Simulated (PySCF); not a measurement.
MoCl (charge −1, septet)

```yaml
atoms:
  - { symbol: Mo, position_ang: [0.0000, 0.0000, -0.6640] }
  - { symbol: Cl, position_ang: [0.0000, 0.0000, 1.8590] }
```

Core potentials replace the inner electrons of Mo.

Theory: PBE0/def2-TZVPPD, non-relativistic Hamiltonian with scalar-relativistic core potentials where named, at a bond length of 2.523 Å (PySCF 2.14.0).

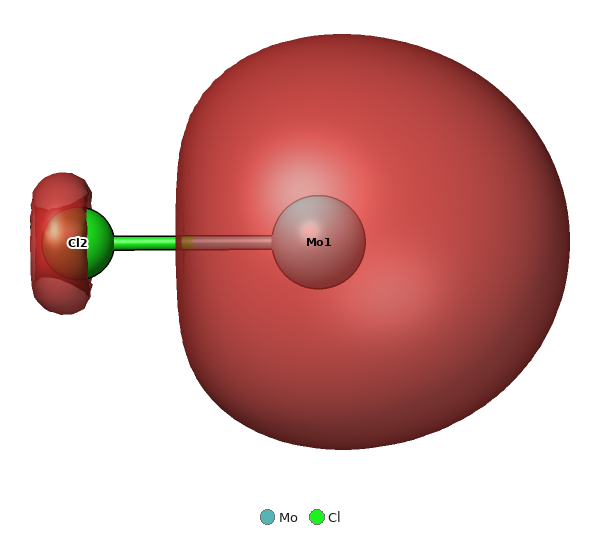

Figure 1. Isosurfaces of the spin density at +0.015 (red) and −0.015 e/Å³ (blue), seen from one side.

**Describe the spin distribution.**

The unpaired spin (6 electrons) lies mostly on Mo1 (about 5.9) and Cl2 (about 0.1), in electrons by Hirshfeld's partition.

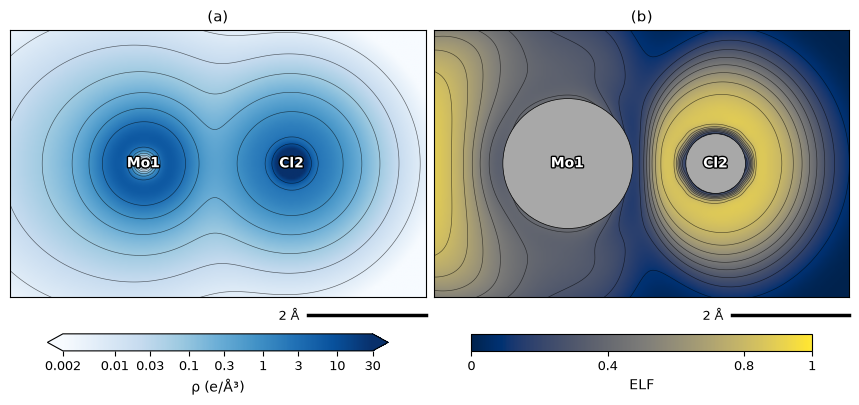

Figure 2. (a) electron density; (b) ELF on a plane that holds the molecular axis. Grey discs cover the atomic cores in the ELF map.

**What does the map show?**

Atoms in the plane: Mo and Cl. Mo–Cl (2.52 Å): ρ at the midpoint is about 0.41 e/Å³; the ELF peaks at about 0.85 in the valence shell of Cl, 0.9 Å from its nucleus, and is about 0.25 at the midpoint.
